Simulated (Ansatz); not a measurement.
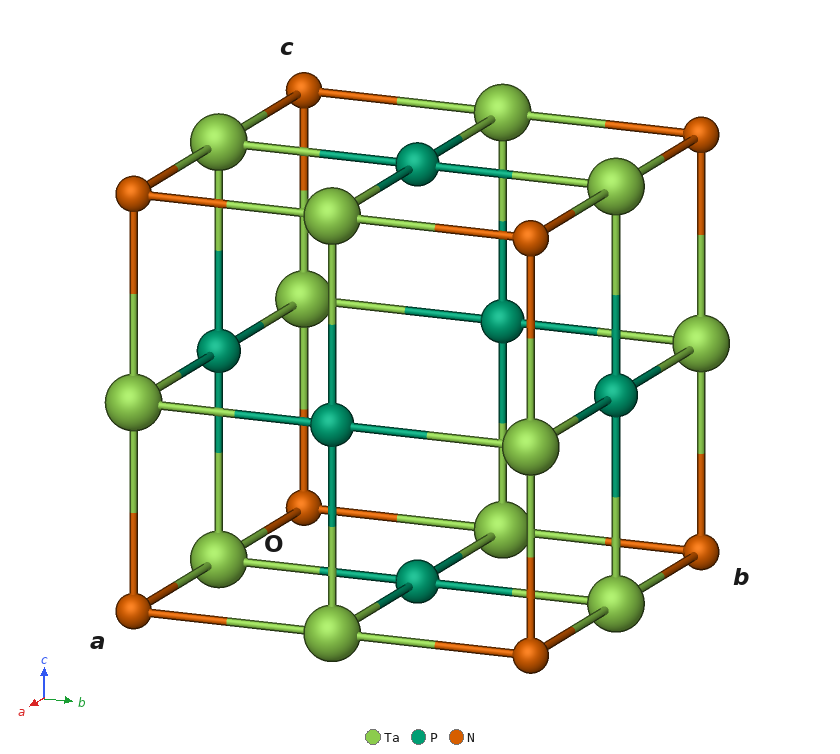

Crystal: Ta₃P₃N, coordinates from a relaxation with Ansatz, DFT PBE, scalar-relativistic, plane waves, PAW; the starting structure was generated, so it need not be a known form of this composition. One unit cell is drawn above. The drawing is computed from the coordinates (standard cell, symmetry found to 0.002 Å).

```xyz
7
Lattice="4.8422 0.0000 0.0000 0.0000 4.8422 0.0000 0.0000 0.0000 4.8422" Properties=species:S:1:pos:R:3 pbc="T T T"
Ta    2.4211    0.0000    0.0000
Ta    0.0000    2.4211    0.0000
Ta    0.0000    0.0000    2.4211
P     0.0000    2.4211    2.4211
P     2.4211    0.0000    2.4211
P     2.4211    2.4211    0.0000
N     0.0000    0.0000    0.0000
```

Question: What is its point group?

Answer: m-3m (Oh), order 48, cubic system: three fourfold axes, four threefold axes, six twofold axes, nine mirror planes, an inversion centre.

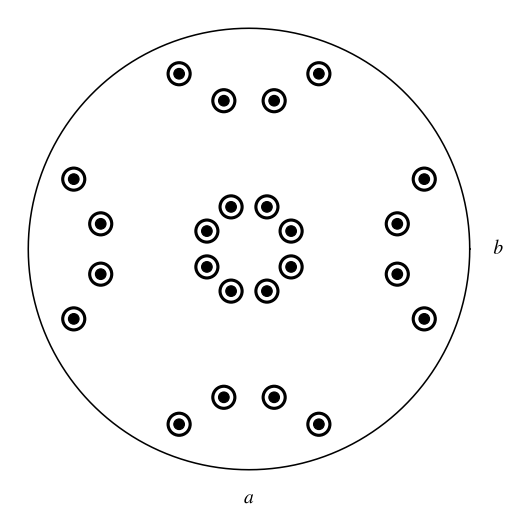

Stereographic projection: filled dots lie in the upper hemisphere, open rings in the lower. The poles are one general form. The c axis points at the viewer.

Question: What does this class allow?

Answer: Class m-3m is centrosymmetric, so neither piezoelectric nor pyroelectric; it is not chiral. Its Laue class is m-3m.
